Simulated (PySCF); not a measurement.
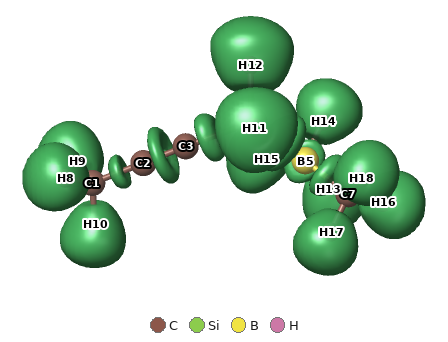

*C5H11BSi (SMILES CC#C[SiH2]B(C)C). Isosurface of the ELF at 0.85 (green), seen from one side. Only the valence region is drawn (cores and ρ < 0.01 e/Å³ removed).*

Geometry: GFN2-xTB.

Theory: PySCF 2.14.0, PBE0/pcSseg-1, SCF density, gas phase, non-relativistic.

The calculation's input:

```
{"job": {"kind": "nmr", "xc": "PBE0", "basis": "pcSseg-1"}, "charge": 0, "multiplicity": 1}
C      3.850211    -0.063186    -0.698992
C      2.538369     0.096886    -0.106481
C      1.450946     0.229427     0.395770
Si    -0.244107     0.439662     1.117932
B     -1.609600    -0.002836    -0.231741
C     -1.650509    -1.443465    -0.868986
C     -2.661920     1.066687    -0.709882
H      4.561323     0.610086    -0.219962
H      4.195456    -1.089351    -0.570516
H      3.811148     0.165790    -1.764473
H     -0.263394     1.824983     1.635359
H     -0.263566    -0.423917     2.319428
H     -2.217058    -1.511927    -1.796976
H     -2.136622    -2.115360    -0.157544
H     -0.661117    -1.865097    -1.042855
H     -3.551850     0.647645    -1.177976
H     -2.175745     1.684212    -1.469470
H     -2.980723     1.756079     0.070949
```

Command:

```sh
OMP_NUM_THREADS=1 python probes_run.py task.json out
```

### Where are the electrons localised?

The surface consists of two regions between bonded B–C atoms (shared pairs), one region between bonded B–Si atoms (shared pairs), two regions between bonded C–C atoms (shared pairs), one region between bonded C–Si atoms (shared pairs) and eleven regions around hydrogen nuclei. Profiles from the grid: C–C (1.21 Å): the ELF peaks at about 0.85 between the atoms (a short, multiple covalent bond). C–B (1.57 Å): the ELF peaks at about 0.95 between the atoms, as expected for a shared electron pair.
